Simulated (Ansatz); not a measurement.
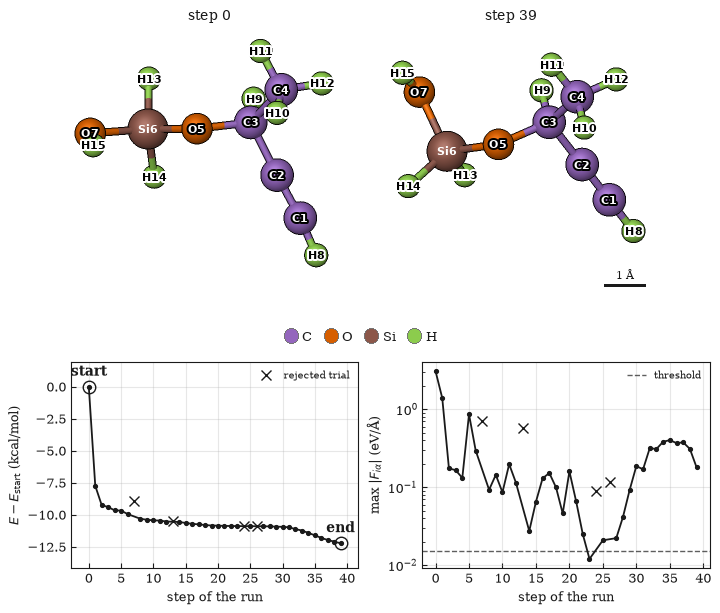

First and last geometry of a relaxation of C$_{4}$H$_{8}$O$_{2}$Si, with the history of the run. The picture is a ball-and-stick view, seen at a tilt.

The run prepares an end point of a later path (torsion) calculation, from a guessed geometry.

Theory: Ansatz, RKS PBE-D4/6-31G*.

Input
```yaml
crystal:
  periodic: [false, false, false]
  atoms:
    - { symbol: C, position_ang: [-0.5932, -2.5334, 1.1592] }
    - { symbol: C, position_ang: [-0.1663, -1.6014, 0.4972] }
    - { symbol: C, position_ang: [0.386, -0.5014, -0.3147] }
    - { symbol: C, position_ang: [2.0155, -0.5147, -0.1892] }
    - { symbol: O, position_ang: [-0.0226, 0.7513, 0.1813] }
    - { symbol: Si, position_ang: [-1.371, 1.4779, -0.4669] }
    - { symbol: O, position_ang: [-1.5518, 2.9467, 0.2406] }
    - { symbol: H, position_ang: [-1.0298, -3.2569, 1.721] }
    - { symbol: H, position_ang: [0.1657, -0.615, -1.3192] }
    - { symbol: H, position_ang: [2.26402, -0.34946, 0.83778] }
    - { symbol: H, position_ang: [2.38776, 0.3157, -0.80246] }
    - { symbol: H, position_ang: [2.37178, -1.43753, -0.57505] }
    - { symbol: H, position_ang: [-1.2169, 1.6537, -1.937] }
    - { symbol: H, position_ang: [-2.5879, 0.6373, -0.1932] }
    - { symbol: H, position_ang: [-1.0616, 3.0565, 1.0497] }
basis:
  gaussian: { orbitals: "6-31G*" }
hamiltonian:
  xc: pbe
  dispersion: d4
relax:
  f_tol: 0.015
  max_steps: 40
```

Launched with:
```bash
ansatz run input.yaml --threads 2 --pin off --max-ram 3072MiB --backend cpu --events-out ev --progress --plain --runs-dir out
```

Question: Did the run converge, and what did it change?

Answer: The relaxation stopped without meeting its thresholds, so the last structure isn't shown to be converged. It used up its limit of 40 steps. The atom that moves furthest after the best rigid fit is H13 (2.44 Å). By element the largest moves are H 2.44 Å, O 1.57 Å, C 0.78 Å, Si 0.63 Å. Among the contacts that change: C3–C4 1.634 → 1.532 Å, C3–H9 1.035 → 1.111 Å, C1–H8 1.015 → 1.075 Å, Si6–O7 1.640 → 1.683 Å. Bond angles that change, for instance: O5–Si6–H14 109.9° → 102.9°, O7–Si6–H13 109.4° → 103.5°, C2–C1–H8 174.5° → 179.6°. Groups turn about O5–Si6 by about 105°, Si6–O7 by about 50°. Over 35 accepted moves (39 points after the start) the energy falls by 12.2 kcal/mol. Largest force component: 3.1 eV/Å at the start, 0.18 eV/Å at the end. The line search rejected the trial steps at points 7, 13, 24, 26 of the run. The forces were under the threshold at step 23, but the run went on from there.
